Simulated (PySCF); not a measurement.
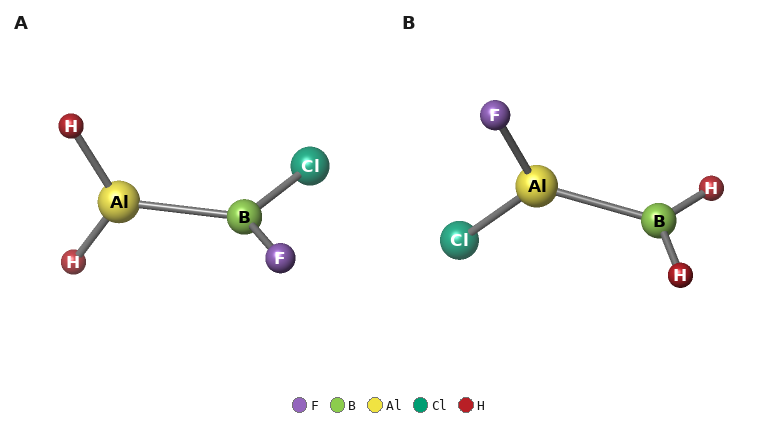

2 stationary structures of one formula. Geometries: PBE-D4/def2-SVP. Electronic energies: PBE-D4/def2-SVP (PySCF 2.14.0), without zero-point energy. No frequency run is at hand to confirm each as a minimum.

**Rank them by energy, lowest first.**

B is lowest (Cs); A lies 17.3 kcal/mol above it (Cs).
